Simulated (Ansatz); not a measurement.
## Electronic structure of CH4InN···H2 in real space

The calculation's input:

```
crystal:
  periodic: [false, false, false]
  atoms:
    - {symbol: In, position_ang: [-0.103483, 0.816174, -0.023365]}
    - {symbol: H, position_ang: [-1.148952, -1.831642, -1.334101]}
    - {symbol: N, position_ang: [-1.397104, 1.413674, -1.271662]}
    - {symbol: H, position_ang: [-1.442306, -1.181565, -1.570137]}
    - {symbol: C, position_ang: [1.223517, -0.266232, 1.210421]}
    - {symbol: H, position_ang: [-1.493672, 2.430598, -1.274161]}
    - {symbol: H, position_ang: [2.228742, 0.147781, 1.131918]}
    - {symbol: H, position_ang: [0.893586, -0.221661, 2.248186]}
    - {symbol: H, position_ang: [1.239570, -1.307125, 0.882900]}
basis:
  gaussian: {orbitals: def2-TZVPP}
hamiltonian: {xc: pbe0, dispersion: d4}
output: {orbitals: {seedname: orbitals}}
```

Run with:

```sh
ansatz run in.yaml --threads 4 --pin off --events-out ev --progress --plain --max-ram 9574MiB
```

The product side of a reaction path; geometry: PBE0-D4/def2-TZVP; core potentials replace the inner electrons of In.

The calculation used RKS PBE0-D4/def2-TZVPP in Ansatz 0.2.0.

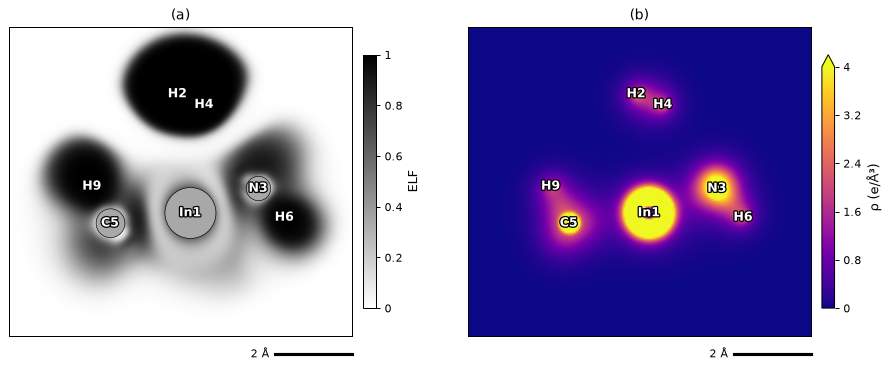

Figure 1. (a) electron localisation function; (b) electron density on the plane of atoms In1, N3 and H6. Grey discs cover the atomic cores in the ELF map.

### Describe what can be read from this map.

Atoms in the plane: In, H, N and C.
In1···H4 (2.86 Å): the density falls to about 0.06 e/Å³ on the way; the ELF dips to about 0.05 between them.
In–N (1.89 Å): the density is about 1.1 e/Å³ at the midpoint; the ELF peaks at about 0.75 in the valence shell of N, 0.6 Å from its nucleus, and drops to about 0.20 between the two atoms.
C–In (2.11 Å): ρ at the midpoint is about 0.75 e/Å³; the ELF peaks at about 0.90 in the valence shell of C, 0.7 Å from its nucleus, and drops to about 0.20 between the two atoms.
H–H (0.75 Å): ρ at the midpoint is about 1.8 e/Å³; the ELF peaks at about 1 between the atoms.
N–H (1.02 Å): ρ at the midpoint is about 2.8 e/Å³; the ELF climbs to about 1 towards the hydrogen, as it does in any bond to H; a covalent bond by its length.
The ELF also peaks beside N3, away from the bonds: lone-pair regions.

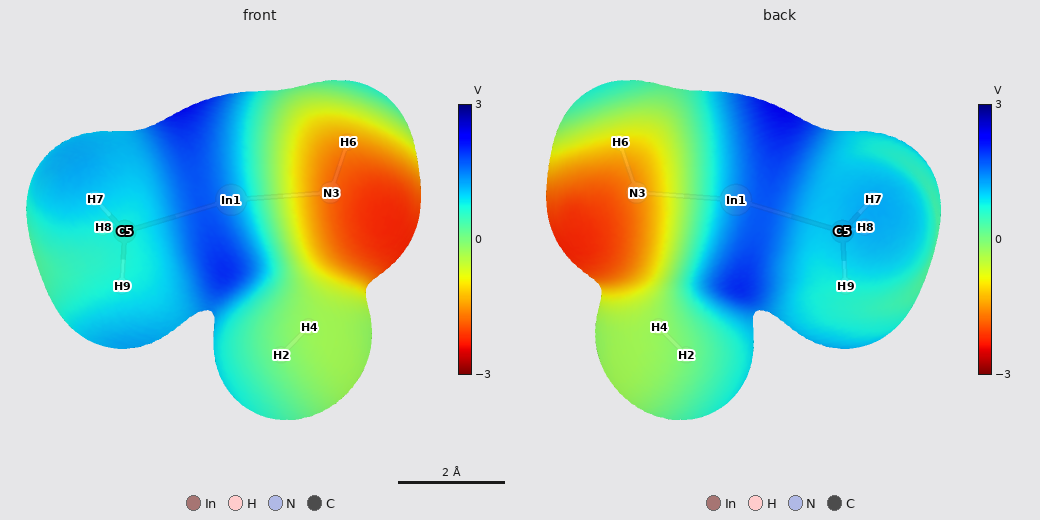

Figure 2. The molecular electrostatic potential painted on the density surface at 0.002 e/bohr³, seen from the front and from behind; the colour scale runs from red (negative) to blue (positive).

### Where is the surface potential most negative and most positive?

The most negative region (about −2.2 V) lies over N3, the most positive (about +2.2 V) over In1. N3 is the likeliest acceptor of a hydrogen bond.

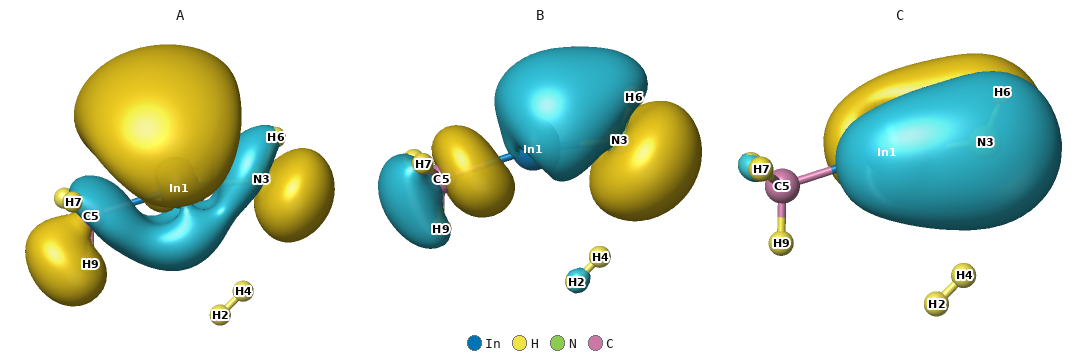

Figure 3. Three frontier orbitals at ±0.06 Å⁻³ᐟ² (yellow and cyan are the two phases), in no order.

### Which picture is the HOMO−1, the HOMO and the LUMO?

B is the HOMO−1 (−6.78 eV). Its weight (Hirshfeld) is mainly on N3 (about 60 %), In1 (about 20 %) and C5 (about 10 %). C is the HOMO (−5.85 eV). Its weight (Hirshfeld) is mainly on N3 (about 70 %) and In1 (about 25 %). A is the LUMO (−1.21 eV). It lies mainly on In1 (about 65 %), N3 (about 15 %) and C5 (about 10 %).

### What is the HOMO–LUMO gap?

4.64 eV between the orbital energies.
